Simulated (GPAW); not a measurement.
# Magnetic state of MnGa7N8 (GaN32 Mn2 d3p18) from several starts, part 2 of 2

Wanted: the moments of MnGa7N8 (GaN32 Mn2 d3p18) and the energy of each order that was tried.

GPAW 26.7.0; PBE with U = 4 eV on Mn d; plane waves with GPAW's PAW setups, scalar-relativistic.

So far. Step 2 (Order 1, typed as ferro ++): After 33 cycles the largest moment stands at 3.95 μB.

**3. Order 2, typed as antiferro +-**

An opposed order shows whether the pairs that it reverses prefer unlike signs.

Input file order2.py:

```python
import json
import numpy as np
from ase import Atoms
from ase.parallel import paropen, parprint
from gpaw import GPAW

atoms = Atoms(['Mn', 'N', 'Mn', 'N', 'Ga', 'N', 'Ga', 'N', 'Ga', 'N', 'Ga', 'N', 'Ga', 'N', 'Ga', 'N', 'Ga', 'N', 'Ga', 'N', 'Ga', 'N', 'Ga', 'N', 'Ga', 'N', 'Ga', 'N', 'Ga', 'N', 'Ga', 'N'],
    cell=[[6.378, 0.0, 0.0],
         [-3.189, 5.52351, 0.0],
         [0.0, 0.0, 10.37]],
    scaled_positions=[[0.0, 0.0, 0.0],
         [0.166667, 0.333333, 0.0615],
         [0.166667, 0.333333, 0.25],
         [0.0, 0.0, 0.3115],
         [0.0, 0.0, 0.5],
         [0.166667, 0.333333, 0.5615],
         [0.166667, 0.333333, 0.75],
         [0.0, 0.0, 0.8115],
         [0.0, 0.5, 0.0],
         [0.166667, 0.833333, 0.0615],
         [0.166667, 0.833333, 0.25],
         [0.0, 0.5, 0.3115],
         [0.0, 0.5, 0.5],
         [0.166667, 0.833333, 0.5615],
         [0.166667, 0.833333, 0.75],
         [0.0, 0.5, 0.8115],
         [0.5, 0.0, 0.0],
         [0.666667, 0.333333, 0.0615],
         [0.666667, 0.333333, 0.25],
         [0.5, 0.0, 0.3115],
         [0.5, 0.0, 0.5],
         [0.666667, 0.333333, 0.5615],
         [0.666667, 0.333333, 0.75],
         [0.5, 0.0, 0.8115],
         [0.5, 0.5, 0.0],
         [0.666667, 0.833333, 0.0615],
         [0.666667, 0.833333, 0.25],
         [0.5, 0.5, 0.3115],
         [0.5, 0.5, 0.5],
         [0.666667, 0.833333, 0.5615],
         [0.666667, 0.833333, 0.75],
         [0.5, 0.5, 0.8115]],
    pbc=True,
    magmoms=[4.5, 0.0, -4.5, 0.0, 0.0, 0.0, 0.0, 0.0, 0.0, 0.0, 0.0, 0.0, 0.0, 0.0, 0.0, 0.0, 0.0, 0.0, 0.0, 0.0, 0.0, 0.0, 0.0, 0.0, 0.0, 0.0, 0.0, 0.0, 0.0, 0.0, 0.0, 0.0])
atoms.calc = GPAW(mode={'name': 'pw', 'ecut': 600},
    xc='PBE',
    kpts={'size': (5, 5, 3), 'gamma': True},
    occupations={'name': 'fermi-dirac', 'width': 0.05},
    convergence={'density': 1e-05, 'energy': 1e-05},
    maxiter=200,
    mixer={'name': 'pulay', 'beta': 0.05, 'nmaxold': 6, 'weight': 50},
    setups={'Mn': ':d,4.0'},
    symmetry={'tolerance': 1e-4},
    txt='order2.txt')
e = atoms.get_potential_energy(force_consistent=True)
res = {'free_energy': e, 'energy_sigma0': atoms.get_potential_energy(), 'fermi_energy': atoms.calc.get_fermi_level()}
res['moments'] = atoms.get_magnetic_moments().tolist()
res['total'] = atoms.get_magnetic_moment()
parprint('site moments (muB):', np.round(res['moments'], 3))
parprint(f"total moment: {res['total']:.3f} muB")
parprint(f'free energy: {e:.6f} eV')
atoms.calc.write('order2.gpw')
with paropen('results.json', 'w') as f:
    json.dump(res, f)
```

On the command line:

```bash
OMP_NUM_THREADS=1 mpirun -n 4 gpaw python order2.py > order2.log
```

What it wrote:

```text
site moments (muB): [ 3.896e+00 -4.700e-02 -3.922e+00  5.100e-02 -7.000e-03  3.000e-03
  4.000e-03 -7.000e-03  8.000e-03 -5.400e-02 -5.000e-03  5.000e-02
 -7.000e-03  0.000e+00  4.000e-03 -2.000e-03  1.200e-02 -2.000e-03
 -1.300e-02  3.000e-03  1.000e-03 -1.000e-03 -0.000e+00 -2.000e-03
  8.000e-03 -5.400e-02 -5.000e-03  5.000e-02 -7.000e-03  0.000e+00
  4.000e-03 -2.000e-03]
total moment: -0.070 muB
free energy: -197.926815 eV

--- order2.txt ---
Input parameters:
  mode=PW(ecut=600),
  convergence={'density': 1e-05, 'energy': 1e-05},
  kpts=MonkhorstPack(size=(5, 5, 3), gamma=True),
  maxiter=200,
  mixer=Pulay(name='pulay', nmaxold=6, beta=0.05, weight=50, sigma=0.015, g_ss=None),
  occupations=Occupations(name='fermi-dirac', width=0.05),
  setups={'Mn': ':d,4.0'},
  symmetry=Symmetry(tolerance=0.0001),
  xc=XC(name='PBE')

Diagonalizing LCAO Hamiltonian
Converting LCAO to pw mode

          Ga      Ga
         N       N
           NGa     NGa
          N       N
            N       N
         Ga      Ga
           Ga      Ga
         NGa     NGa
            Mn      Ga
          NN      NN

         Ga N    Ga N
           Mn      Ga

Atoms  # Å, Bohr magnetons
|    | symbol |         x |        y |        z |    initial magnetic moments |
|----|--------|-----------|----------|----------|-----------------------------|
|  0 |     Mn |  0.000000 | 0.000000 | 0.000000 | ( 0.0000,  0.0000,  4.5000) |
|  1 |      N |  0.000003 | 1.841168 | 0.637755 | ( 0.0000,  0.0000,  0.0000) |
|  2 |     Mn |  0.000003 | 1.841168 | 2.592500 | ( 0.0000,  0.0000, -4.5000) |
|  3 |      N |  0.000000 | 0.000000 | 3.230255 | ( 0.0000,  0.0000,  0.0000) |
|  4 |     Ga |  0.000000 | 0.000000 | 5.185000 | ( 0.0000,  0.0000,  0.0000) |
|  5 |      N |  0.000003 | 1.841168 | 5.822755 | ( 0.0000,  0.0000,  0.0000) |
|  6 |     Ga |  0.000003 | 1.841168 | 7.777500 | ( 0.0000,  0.0000,  0.0000) |
|  7 |      N |  0.000000 | 0.000000 | 8.415255 | ( 0.0000,  0.0000,  0.0000) |
|  8 |     Ga | -1.594500 | 2.761755 | 0.000000 | ( 0.0000,  0.0000,  0.0000) |
|  9 |      N | -1.594497 | 4.602923 | 0.637755 | ( 0.0000,  0.0000,  0.0000) |
| 10 |     Ga | -1.594497 | 4.602923 | 2.592500 | ( 0.0000,  0.0000,  0.0000) |
| 11 |      N | -1.594500 | 2.761755 | 3.230255 | ( 0.0000,  0.0000,  0.0000) |
| 12 |     Ga | -1.594500 | 2.761755 | 5.185000 | ( 0.0000,  0.0000,  0.0000) |
| 13 |      N | -1.594497 | 4.602923 | 5.822755 | ( 0.0000,  0.0000,  0.0000) |
| 14 |     Ga | -1.594497 | 4.602923 | 7.777500 | ( 0.0000,  0.0000,  0.0000) |
| 15 |      N | -1.594500 | 2.761755 | 8.415255 | ( 0.0000,  0.0000,  0.0000) |
| 16 |     Ga |  3.189000 | 0.000000 | 0.000000 | ( 0.0000,  0.0000,  0.0000) |
| 17 |      N |  3.189003 | 1.841168 | 0.637755 | ( 0.0000,  0.0000,  0.0000) |
| 18 |     Ga |  3.189003 | 1.841168 | 2.592500 | ( 0.0000,  0.0000,  0.0000) |
| 19 |      N |  3.189000 | 0.000000 | 3.230255 | ( 0.0000,  0.0000,  0.0000) |
| 20 |     Ga |  3.189000 | 0.000000 | 5.185000 | ( 0.0000,  0.0000,  0.0000) |
| 21 |      N |  3.189003 | 1.841168 | 5.822755 | ( 0.0000,  0.0000,  0.0000) |
| 22 |     Ga |  3.189003 | 1.841168 | 7.777500 | ( 0.0000,  0.0000,  0.0000) |
| 23 |      N |  3.189000 | 0.000000 | 8.415255 | ( 0.0000,  0.0000,  0.0000) |
| 24 |     Ga |  1.594500 | 2.761755 | 0.000000 | ( 0.0000,  0.0000,  0.0000) |
| 25 |      N |  1.594503 | 4.602923 | 0.637755 | ( 0.0000,  0.0000,  0.0000) |
| 26 |     Ga |  1.594503 | 4.602923 | 2.592500 | ( 0.0000,  0.0000,  0.0000) |
| 27 |      N |  1.594500 | 2.761755 | 3.230255 | ( 0.0000,  0.0000,  0.0000) |
| 28 |     Ga |  1.594500 | 2.761755 | 5.185000 | ( 0.0000,  0.0000,  0.0000) |
| 29 |      N |  1.594503 | 4.602923 | 5.822755 | ( 0.0000,  0.0000,  0.0000) |
| 30 |     Ga |  1.594503 | 4.602923 | 7.777500 | ( 0.0000,  0.0000,  0.0000) |
| 31 |      N |  1.594500 | 2.761755 | 8.415255 | ( 0.0000,  0.0000,  0.0000) |

Unit cell  # Å
| periodic |         x |        y |         z |   lengths |     angles |
|----------|-----------|----------|-----------|-----------|------------|
|      yes |  6.378000 | 0.000000 |  0.000000 |  6.378000 |  90.000000 |
|      yes | -3.189000 | 5.523510 |  0.000000 |  6.378000 |  90.000000 |
|      yes |  0.000000 | 0.000000 | 10.370000 | 10.370000 | 120.000000 |

Number of symmetries: 2

BZ-sampling:
  Number of BZ points: 75
  Number of IBZ points: 24

  Monkhorst-Pack size: [5, 5, 3]
  Monkhorst-Pack shift: [0, 0, 0]

Plane wave coefficients: 12263
Cutoff: 600.0 eV

Spin-components: 2 (collinear spins)
Bands:           96
Projectors:      162
Spin-degeneracy: 1
Datatype:        complex128

Parallelization:
  kpt:    4
  domain: 1
  band:   1

Density:
  Valence electrons: 152.0
  Components: 2
  Grid points: [40 40 60]
  Charge: 0.0  # |e|

Potential:
  Grid points: [40 40 60]

[... setups left out ...]
Reference energy: -827121.121619  # eV

eigensolver:
  PPCG
  Converge bands: occupied
  niter=2

density mixing:
  Pulay-Mixer
  Linear mixing parameters: 0.05
  Old densities: 6
  Fourier metric: weight=50, sigma=0.015

occupation numbers:
  Fermi-Dirac:
    width: 0.0500  # eV

poisson solver:
  ecut: 4800.0  # eV

xc functional:
  name: PBE with 2 nearest neighbor stencil

convergence criteria:
- Maximum integral of absolute [dens]ity change: 1e-05 electrons / valence electron
- Maximum [total energy] change in last 3 cyles: 1e-05 eV / valence electron
- Maximum integral of absolute [eigenst]ate change: 4e-08 eV^2 / valence electron
maximum number of iterations: 200

SCF iterations
|iter     |      energy | eigst |  dens |  magmom |
|---------|-------------|-------|-------|---------|
|iter:   1|       0s | -225.080518 | +0.17 |       |  +0.0000|
|iter:   2|      31s | -217.674453 | -0.97 | -0.63 |  -0.0006|
|iter:   3|      62s | -197.745208 | +0.38 | -0.68 |  -0.0233|
|iter:   4|      92s | -197.960340 | -1.04 | -1.14 |  -0.0330|
|iter:   5|     123s | -197.902635 | -1.71 | -1.18 |  -0.0542|
|iter:   6|     154s | -197.948395 | -1.37 | -1.30 |  -0.0756|
|iter:   7|     185s | -197.918556 | -2.22 | -1.48 |  -0.0924|
|iter:   8|     217s | -197.899397 | -2.08 | -1.91 |  -0.0940|
|iter:   9|     248s | -197.894936 | -3.01 | -2.33 |  -0.0907|
|iter:  10|     280s | -197.897953 | -3.48 | -2.44 |  -0.0924|
[... 16 iterations left out ...]
|iter:  27|     812s | -197.904649c| -6.72 | -4.12 |  -0.0699|
|iter:  28|     843s | -197.904655c| -7.55c| -4.42 |  -0.0698|
|iter:  29|     859s | -197.904657c| -8.10c| -4.50 |  -0.0699|
|iter:  30|     874s | -197.904668c| -7.82c| -4.54 |  -0.0699|
|iter:  31|     889s | -197.904668c| -7.96c| -4.61 |  -0.0699|
|iter:  32|     904s | -197.904671c| -7.79c| -4.66 |  -0.0700|
|iter:  33|     919s | -197.904670c| -7.96c| -4.73 |  -0.0700|
|iter:  34|     934s | -197.904673c| -7.85c| -4.77 |  -0.0701|
|iter:  35|     966s | -197.904686c| -7.40c| -4.85 |  -0.0702|
|iter:  36|     981s | -197.904687c| -8.24c| -5.01c|  -0.0701|

Converged in 36 steps
Energy contributions relative to reference atoms: (reference = -827121.121619)

Energy contributions:
  Kinetic:         525.708816
  Coulomb:        -456.378462
  Zero:              0.948528
  External:          0.000000
  Xc:             -268.161442
  Entropy:          -0.044256
  Spinorbit:         0.000000
  ----------------------------
  Free energy:    -197.926815
  Extrapolated:   -197.904687

dipole moment: (-79.573118, -99.476879, -114.169966)  # |e|*Ang

Total magnetic moment: (0.000000, 0.000000, -0.070148)

Local magnetic moments
|        x |        y |         z |
|----------|----------|-----------|
| 0.000000 | 0.000000 |  3.895654 |  # Mn   0
| 0.000000 | 0.000000 | -0.047299 |  # N    1
| 0.000000 | 0.000000 | -3.921869 |  # Mn   2
| 0.000000 | 0.000000 |  0.051005 |  # N    3
| 0.000000 | 0.000000 | -0.007437 |  # Ga   4
| 0.000000 | 0.000000 |  0.002609 |  # N    5
| 0.000000 | 0.000000 |  0.003756 |  # Ga   6
| 0.000000 | 0.000000 | -0.006725 |  # N    7
| 0.000000 | 0.000000 |  0.007659 |  # Ga   8
| 0.000000 | 0.000000 | -0.053519 |  # N    9
| 0.000000 | 0.000000 | -0.004859 |  # Ga  10
| 0.000000 | 0.000000 |  0.049939 |  # N   11
[...]
| 0.000000 | 0.000000 |  0.007659 |  # Ga  24
| 0.000000 | 0.000000 | -0.053519 |  # N   25
| 0.000000 | 0.000000 | -0.004859 |  # Ga  26
| 0.000000 | 0.000000 |  0.049939 |  # N   27
| 0.000000 | 0.000000 | -0.007245 |  # Ga  28
| 0.000000 | 0.000000 |  0.000132 |  # N   29
| 0.000000 | 0.000000 |  0.004359 |  # Ga  30
| 0.000000 | 0.000000 | -0.002164 |  # N   31

Fermi level: 7.187
Eigenvalues  # (at kpt = [0.000, 0.000, 0.000])
| band index |      eig [eV] | occ [0-1] |      eig [eV] | occ [0-1] |
|------------|---------------|-----------|---------------|-----------|
|          0 |       -73.534 |     1.000 |       -73.507 |     1.000 |
|        ... |               |           |               |           |
|         67 |         5.655 |     1.000 |         5.554 |     1.000 |
|         68 |         5.682 |     1.000 |         5.592 |     1.000 |
|         69 |         5.706 |     1.000 |         5.722 |     1.000 |
|         70 |         5.810 |     1.000 |         5.735 |     1.000 |
|         71 |         5.868 |     1.000 |         5.838 |     1.000 |
|         72 |         6.241 |     1.000 |         6.218 |     1.000 |
|         73 |         6.258 |     1.000 |         6.247 |     1.000 |
|         74 |         7.027 |     0.961 |         6.946 |     0.992 |
|         75 |         7.659 |     0.000 |         7.645 |     0.000 |
|         76 |         7.677 |     0.000 |         7.654 |     0.000 |
|         77 |         8.597 |     0.000 |         8.596 |     0.000 |
|         78 |        10.524 |     0.000 |        10.530 |     0.000 |
|         79 |        10.580 |     0.000 |        10.548 |     0.000 |
|         80 |        10.615 |     0.000 |        10.641 |     0.000 |
|         81 |        10.778 |     0.000 |        10.766 |     0.000 |
|         82 |        10.783 |     0.000 |        10.790 |     0.000 |
|        ... |               |           |               |           |
|         95 |        12.552 |     0.000 |        12.543 |     0.000 |

No gap
No difference between direct/indirect transitions
```

It took 17 min on 4 MPI ranks of Arm Neoverse V2, shared host; peak memory 2.9 GiB.

Spin moment in the augmentation sphere by element, in μB:

```
element  atoms   mean  spread (r.m.s.)  least  largest
     Mn      2  -0.01             3.91  -3.92     3.90
      N     16   0.00             0.03  -0.05     0.05
     Ga     14   0.00             0.01  -0.01     0.01
```

The atoms farthest from the mean of their element:

```
atom        x, y, z (Å)  spin moment in the augmentation sphere (μB)
 Mn1   0.00, 0.00, 0.00                                         3.90
 Mn3   0.00, 1.84, 2.59                                        -3.92
 N10  -1.59, 4.60, 0.64                                        -0.05
 N26   1.59, 4.60, 0.64                                        -0.05
  N4   0.00, 0.00, 3.23                                         0.05
 N12  -1.59, 2.76, 3.23                                         0.05
 N28   1.59, 2.76, 3.23                                         0.05
  N2   0.00, 1.84, 0.64                                        -0.05
```

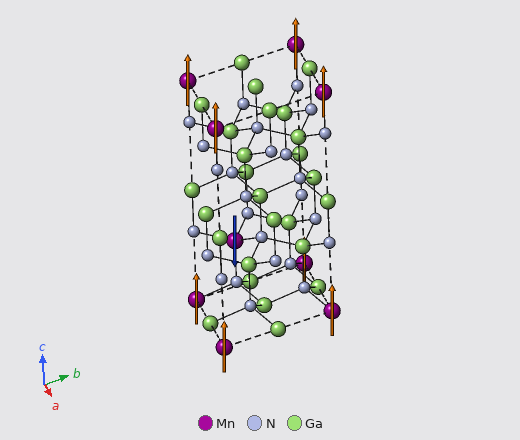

Spin moment in the augmentation sphere as arrows, the longest 3.92 μB. Up and down stand for the sign. Arrows give size and sign along the axis of quantisation, drawn up and down the page. The two directions have two colours. Bonds to atoms that aren't drawn are left out. Some periodic images of atoms are drawn too.

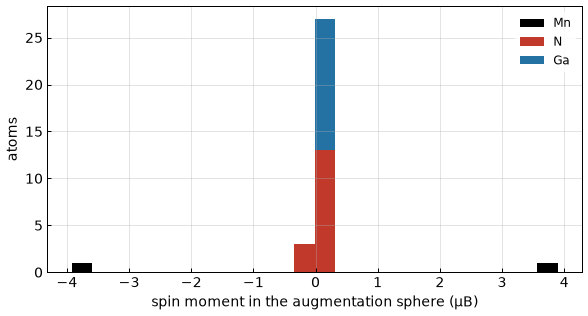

Spin moment in the augmentation sphere as a stacked histogram.

This step gave:

- magnetization: -0.07015 μB
- final state: antiferromagnetic

It lies 150 meV a seeded atom over the first start, and its largest moment is 3.92 μB against 3.95 μB.

**4. Ranking**

These are free energies at a smearing of 0.05 eV, so its entropy term is in the differences. They are divided by the number of seeded atoms, so that cells of unlike size compare.

Orders:

```
       start        final state  typed order kept  energy over the lowest (meV a seeded atom)  largest site moment (μB)  net moment (μB a primitive cell)  mesh matched  CPU time (s)
    ferro ++      ferromagnetic               yes                                           0                     3.951                                 8           yes          3985
antiferro +-  antiferromagnetic               yes                                         150                     3.922                           0.07015           yes          4146
```

**5. Summary of results**

```
lowest state found  : ferromagnetic (typed ferro ++)
largest site moment : 3.95 μB
next state          : antiferromagnetic, 150 meV a seeded atom higher
```

**Reading.** The lowest state found is ferromagnetic, reached from the start ferro ++, with moments up to 3.95 μB. The next state costs 150 meV a seeded atom. This is the lowest of 2 finished starts, no proof of the ground state.

[Logs and program files are shortened in this print: banners, set-up blocks, solver, clock and traceback lines can be left out without a mark of their own.]

[Logs are printed without paths, hosts, clocks, repeated set-up lines and the standing remarks that a program may print on its own settings, such as how far it seeks lower states.]

[Hosts, paths, dates, database ids (printed as entryN), source tags and the programs' standing remarks are cut or masked in the printed files.]

[Where a cell is said to come from a database of computed structures, the database is the Materials Project.]
